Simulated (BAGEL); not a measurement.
# C2HCl3 (trichloroethylene) at HF/6-31G(d) (density fitting with cc-pvqz-jkfit, spherical functions)

What is the energy change on altering one bond length of C2HCl3 (trichloroethylene) at HF/6-31G* (density fitting with cc-pvqz-jkfit, spherical functions)? 

The results are computed with BAGEL 1.2.2.

3 further runs of the same task are left out: 3 set aside as unsound or not needed.

## (1) Starting point

C2HCl3: 6 atoms, total charge 0, spin state singlet. SMILES: `ClC=C(Cl)Cl`. The shape is that of a PBE0-D4/def2-TZVP optimisation.

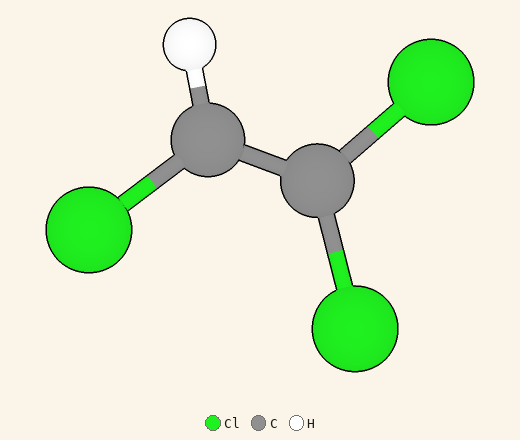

Viewed from a chosen angle; chlorine green, carbon grey, hydrogen white.

## (2) The energy at HF/6-31G(d) (density fitting with cc-pvqz-jkfit, spherical functions)

job.json

```json
{ "bagel": [

{
  "title": "molecule",
  "basis": "6-31gs.json",
  "df_basis": "cc-pvqz-jkfit",
  "angstrom": "true",
  "geometry": [
    { "atom": "Cl", "xyz": [   -0.086050,   -1.850510,    1.071670 ] },
    { "atom": "C", "xyz": [    0.267110,   -0.248280,    0.621290 ] },
    { "atom": "C", "xyz": [   -0.168550,    0.318890,   -0.498910 ] },
    { "atom": "Cl", "xyz": [   -1.143180,   -0.468680,   -1.650530 ] },
    { "atom": "Cl", "xyz": [    0.246250,    1.942420,   -0.857320 ] },
    { "atom": "H", "xyz": [    0.884420,    0.306170,    1.313800 ] }
  ]
},
{ "title": "hf" },
{ "title": "print", "file": "orbitals.molden", "orbitals": "true" }

]}
```

The basis set 6-31G* is read from a file made from the Basis Set Exchange's data (not shown).

On the command line:

```sh
$ BAGEL_NUM_THREADS=1 BAGEL job.json > job.out
```

The log of the run:

```text
* using 1 threads per process

  ===============================================================
  ===============================================================

  *** Geometry ***

  { "atom" : "Cl", "xyz" : [     -0.162611,     -3.496957,      2.025163 ] },
  { "atom" : "C", "xyz" : [      0.504765,     -0.469181,      1.174068 ] },
  { "atom" : "C", "xyz" : [     -0.318513,      0.602615,     -0.942803 ] },
  { "atom" : "Cl", "xyz" : [     -2.160297,     -0.885677,     -3.119050 ] },
  { "atom" : "Cl", "xyz" : [      0.465345,      3.670642,     -1.620100 ] },
  { "atom" : "H", "xyz" : [      1.671312,      0.578577,      2.482722 ] },

  Number of auxiliary basis functions:      707

  Since a DF basis is specified, we compute 2- and 3-index integrals:
    o Being stored without compression. Storage requirement is 0.040 GB

  Number of basis functions:       84
  Number of electrons      :       64

    * METHOD: MOLECULE                             0.48

  *** RHF ***

  === Nuclear Repulsion ===
   319.8818807990

      * DIIS with orbital gradients will be used.

  === RHF iteration (6-31gs.json) ===
      0      -1454.64237990          0.00946002           0.13
      1      -1454.69667556          0.00507333           0.13
      2      -1454.71074325          0.00160865           0.13
      3      -1454.71293477          0.00027867           0.13
      4      -1454.71302983          0.00010450           0.13
      5      -1454.71304519          0.00004950           0.13
      6      -1454.71304787          0.00001013           0.13
      7      -1454.71304804          0.00000422           0.13
      8      -1454.71304806          0.00000152           0.13
      9      -1454.71304806          0.00000082           0.13
     10      -1454.71304806          0.00000020           0.13
     11      -1454.71304806          0.00000009           0.13
     12      -1454.71304806          0.00000003           0.13
     13      -1454.71304806          0.00000001           0.13
    * SCF iteration converged.

    * Permanent dipole moment:
           (   -0.252582,    -0.188753,    -0.308445) a.u.

    * METHOD: HF                                   1.99

    * METHOD: PRINT                                0.01

  ===============================================================
```

Run time: 2.7 s. Hardware: 1 thread of Arm Neoverse V2, shared host; peak memory 0.17 GiB.

## (3) The distorted shape

input.json

```json
{ "bagel" : [

{
  "title" : "molecule",
  "basis" : "6-31gs.json",
  "df_basis" : "cc-pvqz-jkfit",
  "angstrom" : true,
  "geometry" : [
    { "atom" : "Cl", "xyz" : [   -0.826830,   -2.515857,    0.240649 ] },
    { "atom" : "C", "xyz" : [   -0.473670,   -0.913627,   -0.209731 ] },
    { "atom" : "C", "xyz" : [   -0.909330,   -0.346457,   -1.329931 ] },
    { "atom" : "Cl", "xyz" : [   -1.883960,   -1.134027,   -2.481551 ] },
    { "atom" : "Cl", "xyz" : [   -0.494530,    1.277073,   -1.688341 ] },
    { "atom" : "H", "xyz" : [    0.884420,    0.306170,    1.313800 ] }
  ]
},
{ "title" : "hf" },
{ "title" : "print", "file" : "orbitals.molden", "orbitals" : true }

]}
```

The basis set 6-31G* is read from a file made from the Basis Set Exchange's data (not shown).

On the command line:

```sh
$ BAGEL_NUM_THREADS=1 BAGEL input.json > input.out
```

The log of the run:

```text
* using 1 threads per process

  ===============================================================
  ===============================================================

  *** Geometry ***

  { "atom" : "Cl", "xyz" : [     -1.562482,     -4.754281,      0.454761 ] },
  { "atom" : "C", "xyz" : [     -0.895107,     -1.726505,     -0.396334 ] },
  { "atom" : "C", "xyz" : [     -1.718385,     -0.654709,     -2.513205 ] },
  { "atom" : "Cl", "xyz" : [     -3.560168,     -2.143000,     -4.689452 ] },
  { "atom" : "Cl", "xyz" : [     -0.934526,      2.413318,     -3.190502 ] },
  { "atom" : "H", "xyz" : [      1.671312,      0.578577,      2.482722 ] },

  Number of auxiliary basis functions:      707

  Since a DF basis is specified, we compute 2- and 3-index integrals:
    o Being stored without compression. Storage requirement is 0.040 GB

  Number of basis functions:       84
  Number of electrons      :       64

    * METHOD: MOLECULE                             0.49

  *** RHF ***

  === Nuclear Repulsion ===
   315.3201787899

      * DIIS with orbital gradients will be used.

  === RHF iteration (6-31gs.json) ===
      0      -1454.39729673          0.00857176           0.14
      1      -1454.46925576          0.00414568           0.13
      2      -1454.48115441          0.00175985           0.13
      3      -1454.48407624          0.00048162           0.13
      4      -1454.48433311          0.00017698           0.13
      5      -1454.48437172          0.00008967           0.13
      6      -1454.48438085          0.00003549           0.13
      7      -1454.48438272          0.00001072           0.13
      8      -1454.48438293          0.00000620           0.13
      9      -1454.48438297          0.00000246           0.13
     10      -1454.48438298          0.00000127           0.13
     11      -1454.48438298          0.00000053           0.13
     12      -1454.48438298          0.00000030           0.13
     13      -1454.48438298          0.00000009           0.13
     14      -1454.48438298          0.00000004           0.13
     15      -1454.48438298          0.00000002           0.13
     16      -1454.48438298          0.00000001           0.13
    * SCF iteration converged.

    * Permanent dipole moment:
           (   -0.118992,     0.022077,    -0.218423) a.u.

    * METHOD: HF                                   2.47

    * METHOD: PRINT                                0.01

  ===============================================================
```

Wall time 3.3 s (1 thread of Arm Neoverse V2, shared host); peak memory 0.17 GiB.

## (4) What came out

At HF/6-31G* (density fitting with cc-pvqz-jkfit, spherical functions):

```
                                                         quantity           value
                                        first shape: total energy  -1454.71305 Eh
                                       first shape: dipole moment          1.12 D
                                         first shape: HOMO energy        -9.96 eV
                                         first shape: LUMO energy         3.36 eV
                                       first shape: HOMO–LUMO gap        13.31 eV
                                    distorted shape: total energy  -1454.48438 Eh
                                   distorted shape: dipole moment          0.63 D
                                     distorted shape: HOMO energy       -10.10 eV
                                     distorted shape: LUMO energy        -1.07 eV
                                   distorted shape: HOMO–LUMO gap         9.03 eV
energy change with the C2–H6 bond stretched from 1.081 to 2.378 Å        6.222 eV
```

One bond (distorted shape) is far stretched, which a spin-restricted single reference describes badly; a broken-symmetry solution may lie lower. With the C2–H6 bond stretched from 1.081 to 2.378 Å the energy rises by 6.22 eV (143 kcal/mol). The first shape isn't relaxed at this level, so the change isn't measured from a minimum. A restricted reference can't describe the breaking bond well at this length.
